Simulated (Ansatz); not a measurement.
**Geometry relaxation of LiC₁₈ (part 1 of 3)**

The run: geometry relaxation of LiC₁₈ (slab, 19 atoms in the cell). Method and program: DFT PBE, scalar-relativistic, plane waves, PAW, spin-polarised (Ansatz 0.2.0).

It belongs to a series of runs on one base structure; here: end point A relaxed. Figures and captions count atoms from 1; the log counts them from 0 in places.

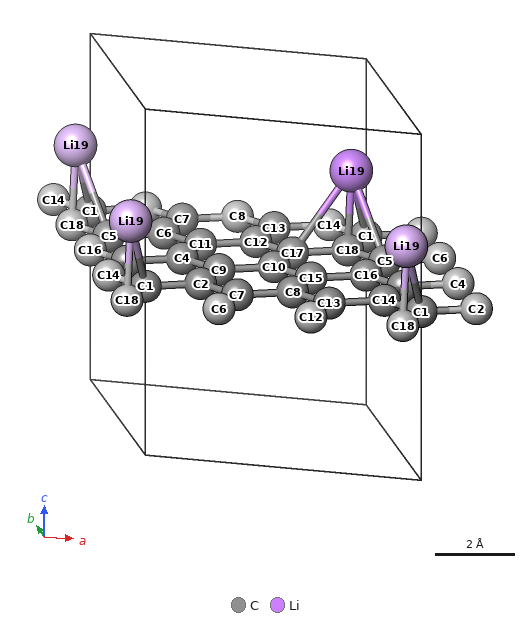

**Figure 1.** The starting structure (ball-and-stick view of the cell of the calculation, with the vacuum cut short, seen slightly off an axis; neighbours outside the cell are drawn fainter; atoms are numbered from 1 in the order of the input). An atom can appear more than once, as a periodic image.

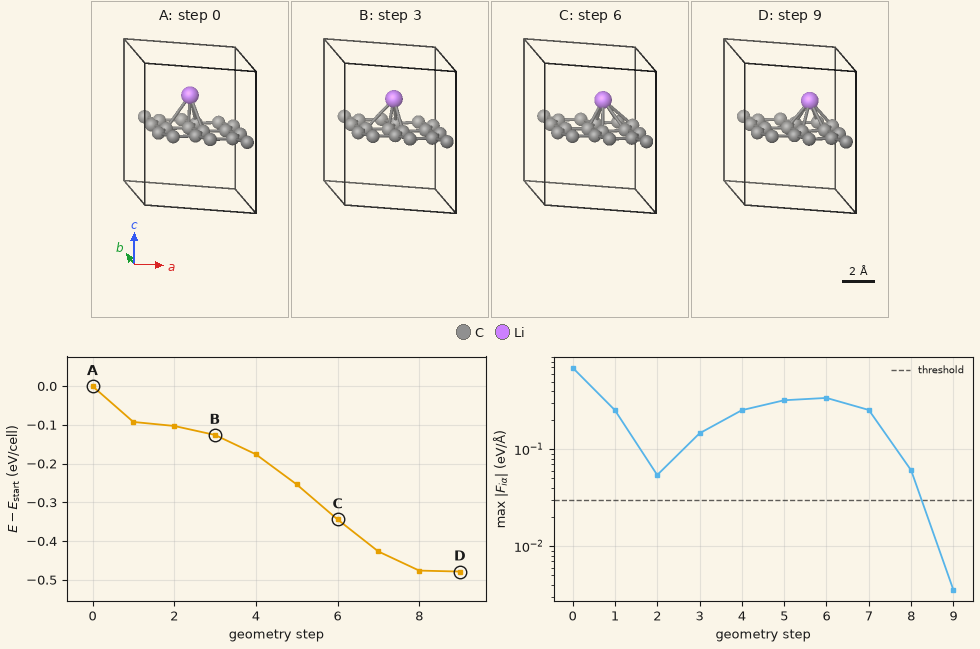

**Figure 2.** Frames of the relaxation (ball-and-stick view of the cell of the calculation, with the vacuum cut short (origin shifted), seen slightly off an axis) above the curves, on which the letters mark them (the first geometry is step 0 here and step 1 in the log).

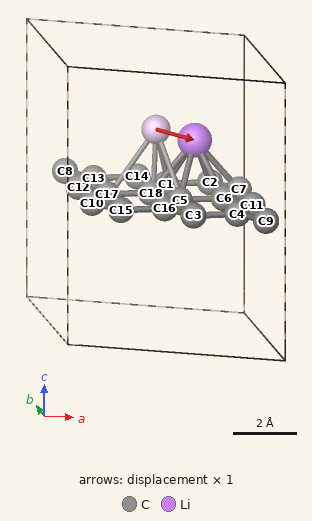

**Figure 3.** Start (faint) and end (solid) with the displacements as red arrows, at true length (ball-and-stick view of the cell of the calculation, with the vacuum cut short (origin shifted), seen slightly off an axis). Over 9 geometry steps the energy falls by 0.478 eV per cell of the calculation. The largest force component goes from 0.7 to 0.0035 eV/Å. Li19 moves most: 1.33 Å. By element the largest moves are Li 1.33 Å, C 0.08 Å. The cell stays as it was. Among the contacts that change: C7–Li19 3.465 → 2.199 Å, C2–Li19 3.194 → 2.198 Å, C6–Li19 3.162 → 2.197 Å, C17–Li19 2.577 → 3.296 Å. New bonds form: C2–Li19 (3.19 → 2.20 Å), C6–Li19 (3.16 → 2.20 Å), C7–Li19 (3.47 → 2.20 Å). Among the angles that change: C17–C18–Li19 92.3° → 130.1°, C6–C5–Li19 104.6° → 71.0°, C2–C1–Li19 104.4° → 71.1°. (Atoms are counted from 1 in the order of the input.)

These pictures come from the run below.

Input file:
```yaml
crystal:
  lattice:
    - [7.398, 0.0, 0.0]
    - [-3.699, 6.406856, 0.0]
    - [0.0, 0.0, 12.0]
  atoms:
    - { symbol: C, position: [0.0, 0.0, 0.0833333] }
    - { symbol: C, position: [0.2222222, 0.1111111, 0.0833333] }
    - { symbol: C, position: [0.0, 0.3333333, 0.0833333] }
    - { symbol: C, position: [0.2222222, 0.4444444, 0.0833333] }
    - { symbol: C, position: [0.0, 0.6666667, 0.0833333] }
    - { symbol: C, position: [0.2222222, 0.7777778, 0.0833333] }
    - { symbol: C, position: [0.3333333, 0.0, 0.0833333] }
    - { symbol: C, position: [0.5555556, 0.1111111, 0.0833333] }
    - { symbol: C, position: [0.3333333, 0.3333333, 0.0833333] }
    - { symbol: C, position: [0.5555556, 0.4444444, 0.0833333] }
    - { symbol: C, position: [0.3333333, 0.6666667, 0.0833333] }
    - { symbol: C, position: [0.5555556, 0.7777778, 0.0833333] }
    - { symbol: C, position: [0.6666667, 0.0, 0.0833333] }
    - { symbol: C, position: [0.8888889, 0.1111111, 0.0833333] }
    - { symbol: C, position: [0.6666667, 0.3333333, 0.0833333] }
    - { symbol: C, position: [0.8888889, 0.4444444, 0.0833333] }
    - { symbol: C, position: [0.6666667, 0.6666667, 0.0833333] }
    - { symbol: C, position: [0.8888889, 0.7777778, 0.0833333] }
    - { symbol: Li, position: [0.9019814, 0.7786687, 0.2575], spin: 1.0 }
magnetization:
  spin_polarized: true
basis:
  ecutwfc: 420.0
kpoints:
  mp_grid: { grid: [2, 2, 1] }
hamiltonian:
  xc: pbe
scf:
  occupations: { method: gaussian, width: 0.05 }
  lower_state_search: "off"
relax:
  f_tol: 0.03
  max_steps: 60
  adjacent_minimum: "off"
```

Launch command:
```bash
ansatz run input.yaml --threads 2 --pin off --max-ram 5120MiB --backend cpu --events-out ev --progress --plain --runs-dir out
```

Output:
```
Engine: ansatz 0.2.0, x86_64-unknown-linux-gnu
Pseudopotentials: kind: paw
Pseudopotential: C, paw, valence charge 4, recommended cutoff 420 eV (normal), C.paw.azcp
Pseudopotential: Li, paw, valence charge 3, recommended cutoff 420 eV (normal), Li.paw.azcp
Functional definition: PBE
  parameter kappa = 0.804
  parameter beta = 0.06672455060314922
  exchange = pbe_x(kappa = kappa, mu = beta*pi^2/3)
  correlation = pbe_c(beta = beta)
Crystal: 19 atoms, lattice volume = 568.775 Å³
Basis set: ecut = 420 eV, 11177 PW (Γ), exchange–correlation on 100×100×162 points (8 copies of the dense FFT grid, shifted against one another)
Bands: 57, of which v1, the nominal top of the filled ones, is band 38 counted from 1 (37 counted from 0)
Symmetry: 1 space group operations
Space group: P1 (ITA 1), of the structure as read, at distance tolerance 8.3e-5 Å
Magnetic group: BNS 1.1 (UNI 1), of the structure as read, at distance tolerance 8.3e-5 Å
k-points: 4
Non-local potential: C, projectors of the file, l = 0: 2, l = 1: 2, l = 2: 1
Non-local potential: Li, projectors of the file, l = 0: 3, l = 1: 2, l = 2: 1
PAW form: soft (Blöchl's): semilocal exchange-correlation on the pseudo side does not see the compensation charge
PAW one-centre angular grid: C, 110 points (default); XC on 64 Gauss nodes
PAW one-centre angular grid: Li, 110 points (default); XC on 64 Gauss nodes
Initial density: superposition of atomic densities (neutral atoms: chi_scale 0, normalization atom)
Starting moments: Σ|m| = 1 μB on 1 of 19 sites
Initial wavefunctions: pseudopotential atomic-orbital guess
Functional: x = pbe(κ = 0.804, μ = 0.2195149727645171), c = pbe(β = 0.06672455060314922)
SCF iter   1: F=—  HF=-4732.872865 eV  |F-HF|=—  |Δ(HF+E_count)|=         —  Δρ=3.97e-2 (↑3.97e-2 ↓3.90e-2)  dr2=2.99e1  dr2_m=1.78e0  M=0.000 μB ∫|m|=0.040 μB  β_m=0.30  ethr=3.10e-3  ⟨swp⟩=12.8  Hψ=3157  notcnv=0  defer=50
preconditioner: auto → Resta (q_TF=auto, 1.946 Å⁻¹)  ε∞=1.7  [insulator: Δε(μ)=1.673 eV  Ē_g=16.099 eV  σ=0.050 eV  W_gap=1.00  n_scr=66 (ndim 8)  ℏωp=13.3 eV  f_vac=0.598  D(μ)=0.00/eV (n_scr^D=0)  ε∞_Penn≈1.7  vacuum switching on, ρ_ref=1.9e-2 e/Å³]
spin=Collinear: Resta preconditioning applied to the charge; magnetization (m = ρ↑ − ρ↓) channel mixes plain (no charge-response kernel on spin).
SCF iter   2: F=—  HF=-4725.402335 eV  |F-HF|=—  |Δ(HF+E_count)|=    7.47e0  Δρ=2.59e-2 (↑2.59e-2 ↓2.55e-2)  dr2=1.21e1  dr2_m=8.86e-1  M=0.000 μB ∫|m|=0.034 μB  β_m=0.30  ethr=3.10e-3  ⟨swp⟩=3.5  Hψ=924  notcnv=0  defer=105
SCF iter   3: F=—  HF=-4720.713163 eV  |F-HF|=—  |Δ(HF+E_count)|=    4.69e0  Δρ=1.01e-2 (↑1.00e-2 ↓1.01e-2)  dr2=1.83e-1  dr2_m=4.39e-1  M=0.000 μB ∫|m|=0.046 μB  β_m=0.30  ethr=3.10e-3  ⟨swp⟩=8.5  Hψ=1565  notcnv=0  defer=99
SCF iter   4: F=—  HF=-4720.812674 eV  |F-HF|=—  |Δ(HF+E_count)|=   9.95e-2  Δρ=6.88e-3 (↑6.85e-3 ↓6.88e-3)  dr2=4.90e-2  dr2_m=2.19e-1  M=0.000 μB ∫|m|=0.027 μB  β_m=0.30  ethr=2.44e-4  ⟨swp⟩=4.1  Hψ=873  notcnv=0  defer=97
SCF iter   5: F=—  HF=-4720.878084 eV  |F-HF|=—  |Δ(HF+E_count)|=   6.54e-2  Δρ=4.61e-3 (↑4.61e-3 ↓4.61e-3)  dr2=4.97e-3  dr2_m=1.09e-1  M=0.000 μB ∫|m|=0.020 μB  β_m=0.30  ethr=6.53e-5  ⟨swp⟩=2.2  Hψ=729  notcnv=0  defer=100
SCF iter   6: F=—  HF=-4720.905835 eV  |F-HF|=—  |Δ(HF+E_count)|=   2.78e-2  Δρ=3.24e-3 (↑3.24e-3 ↓3.24e-3)  dr2=2.41e-4  dr2_m=5.46e-2  M=0.000 μB ∫|m|=0.015 μB  β_m=0.30  ethr=6.63e-6  ⟨swp⟩=2.0  Hψ=724  notcnv=0  defer=100
Mixer restart at iter 6: flushing history
spin-set hold released at iteration 6 (site moments contracting): the magnetisation degrees of freedom join the quasi-Newton model from the next iteration; the mixer history was flushed
SCF iter   7: F=—  HF=-4720.919149 eV  |F-HF|=—  |Δ(HF+E_count)|=   1.33e-2  Δρ=2.29e-3 (↑2.29e-3 ↓2.29e-3)  dr2=1.14e-4  dr2_m=2.73e-2  M=0.000 μB ∫|m|=0.012 μB  β_m=0.65  ethr=3.21e-7  ⟨swp⟩=2.0  Hψ=692  notcnv=0  defer=100
SCF iter   8: F=—  HF=-4720.932816 eV  |F-HF|=—  |Δ(HF+E_count)|=   1.37e-2  Δρ=2.75e-5 (↑2.56e-5 ↓2.75e-5)  dr2=5.48e-6  dr2_m=2.92e-6  M=0.000 μB ∫|m|=0.001 μB  β_m=0.77  ethr=1.52e-7  ⟨swp⟩=2.4  Hψ=705  notcnv=0  defer=100
iter 9 did not close the SCF: its close was put off for a magnetic moment that had not settled (scf_convergence_deferred on its scf_iter line)
SCF iter   9: F=-4720.932821 eV  HF=-4720.932826 eV  |F-HF|=4.36e-6  |Δ(HF+E_count)|=   1.02e-5  Δρ=1.30e-5 (↑1.30e-5 ↓1.25e-5)  dr2=5.79e-6  dr2_m=2.56e-7  M=0.000 μB ∫|m|=0.001 μB  β_m=0.77  ethr=7.31e-9  ⟨swp⟩=4.0  Hψ=1261  notcnv=0
iter 10 did not close the SCF: its close was put off for a magnetic moment that had not settled (scf_convergence_deferred on its scf_iter line)
SCF iter  10: F=-4720.932823 eV  HF=-4720.932826 eV  |F-HF|=2.81e-6  |Δ(HF+E_count)|=   1.41e-7  Δρ=8.78e-6 (↑7.75e-6 ↓8.78e-6)  dr2=3.28e-6  dr2_m=5.65e-8  M=0.000 μB ∫|m|=0.000 μB  β_m=0.67  ethr=7.31e-9  ⟨swp⟩=1.9  Hψ=1387  notcnv=0
SCF iter  11: F=-4720.932825 eV  HF=-4720.932825 eV  |F-HF|=9.21e-8  |Δ(HF+E_count)|=   5.79e-7  Δρ=2.27e-6 (↑2.23e-6 ↓2.27e-6)  dr2=1.29e-7  dr2_m=7.01e-9  M=0.000 μB ∫|m|=0.000 μB  ethr=4.37e-9  ⟨swp⟩=2.0  Hψ=1086  notcnv=0
WARN: the starting moments were not kept: the SCF closed with an absolute magnetisation of 1.9e-4 μB, where they sum to 1 μB in size (1 site). That is at most 0.1 of that sum. Measured as dr2_m measures the in/out step, that magnetisation stands 1.6e-9 eV from none, at or under the dr2_threshold of 2.3e-5 eV: it is no larger than a step whose dr2_m would equal this threshold. The system may hold no moment; this SCF shows only that its start led to no more than that. To try another start: raise the starting moments (crystal.atoms[].spin, magnetization.per_species, magnetization.initial_magnetization, or on a non-collinear deck that types none of these the spinor_matrix: blocks that start its atoms; where the total moment is fixed, keep their sum and leave initial_magnetization as it is; typed ones take the place of any that the run laid by itself, positive ones on a crystal's lanthanoids without a Hubbard term where scf.initial_density.shell_occupations: [] is typed) or, if the notice of its spin-set hold's release reads "site moments contracting" or "site moments show no strong build", lengthen the hold (scf.mixing.spin_hold: { on: { confirm: 4 } }; for m-r²SCAN on two components see the key's manual first). Each may lead to a state that holds a moment. A second SCF, from the converged charge density, with the starting moments and any scf.initial_density.shell_occupations laid on it anew, would have followed, and was not run: the deck does not ask for one (magnetization.retry_lost_moments is false, the default). To let it run, set magnetization.retry_lost_moments: true and run the deck again, where that key's refused combinations let it; where memory then withholds it, that run's warning says so.
SCF 1 converged in 11 iterations: F = -4720.932825 eV  dr2 = 1.29e-7
  greatest PAW one-centre occupation: 1.000 electrons in one spin orbital (limit 2), on the Li atom at site 18 (counted from 0), in its partial waves of l = 0
relax step   1: F+E_penalty+E_count = -4720.93282531 eV  Δ(F+E_penalty+E_count) = +0.000e0 eV  max|allowed force component| = 6.976e-1 eV/Å  Δτ_max = 0.0000 Å  (11 SCF iters, dr2 threshold 2.25e-5 eV, accepted)
Initial density: handed on by an earlier stage of this run
Starting moments: Σ|m| = 1 μB on 1 of 19 sites; this step starts from the density that it was given
Initial wavefunctions: those handed on with the density
iter 1 solved again at ethr=8.48e-5 eV; its pass at ethr=3.10e-3 eV (dr2=6.36e-2 eV) is discarded
```
